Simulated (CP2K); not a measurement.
Consider chlorobenzene at its PBE geometry (Å).

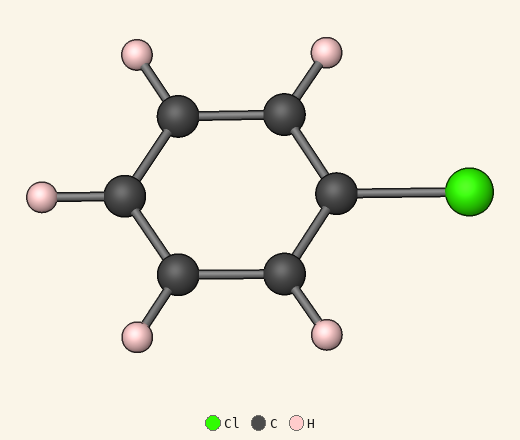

The molecule (chlorine green, carbon dark grey, hydrogen pink).

```xyz
12

Cl    3.0684    0.2228   -0.0016
C     1.3259    0.0956   -0.0007
C     0.5545    1.2609    0.0118
C    -0.8386    1.1521    0.0123
C    -1.4514   -0.1047    0.0007
C    -0.6638   -1.2603   -0.0117
C     0.7306   -1.1685   -0.0122
H     1.0405    2.2349    0.0217
H    -1.4461    2.0572    0.0230
H    -2.5381   -0.1842    0.0012
H    -1.1340   -2.2437   -0.0217
H     1.3522   -2.0620   -0.0229
```

Method: CP2K XAS_TDP, all-electron GAPW, PBEh(45%), aug-pc-1, TDA, no relativity.

Predict the bright core excitations at the C K edge.

Leading lines: C2 282.55 eV, C3 281.23 eV, C4 281.18 eV and C5 281.18 eV. The leading line of an atom is its first one with 35 % of the strongest within 2.5 eV of its lowest line over the strength cut. 

The first six lines of each atom with a strength over 0.0015:

```csv
atom,energy (eV),states,"strength, one atom"
C2 (bonded to 2 C and Cl),282.55,1,0.0580
,283.83,1,0.0541
,288.74,2,0.0023
,288.95,1,0.0052
,289.09,1,0.0034
,289.50,1,0.0032
"C3 (bonded to 2 C and H), 2 alike",281.23,1,0.0537
,284.16,1,0.0126
,285.30,1,0.0031
,285.87,1,0.0029
,286.74,1,0.0022
,286.88,1,0.0025
"C4 (bonded to 2 C and H), 2 alike",281.18,1,0.0554
,284.16,1,0.0107
,285.26,1,0.0017
,285.75,1,0.0035
,286.14,1,0.0038
,286.74,1,0.0062
C5 (bonded to 2 C and H),281.18,1,0.0544
,284.07,1,0.0107
,285.24,1,0.0032
,285.65,2,0.0025
,286.01,1,0.0028
,286.61,1,0.0050
```

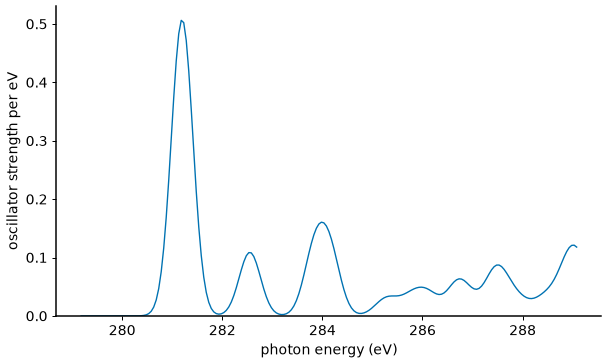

All atoms added, broadened by 0.5 eV.

Lines are vertical, at one geometry, with no vibrational structure. Without a correction of the core level, line positions, and the gaps between valence and Rydberg lines, follow the share of exact exchange. At this level such K lines come out 3 to 6 eV under measured ones. These values hold no scalar relativity, about 0.1 eV for C 1s. Rydberg lines, and the discretised continuum above threshold, depend on the basis and the box.

[Banner, clock and machine lines of the logs are left out without a mark of their own.]

[Logs are printed without paths, hosts, clocks, repeated set-up lines and the standing remarks that a program may print on its own settings, such as how far it seeks lower states.]

[Hosts, paths, dates, database ids (printed as entryN), source tags and the programs' standing remarks are cut or masked in the printed files.]
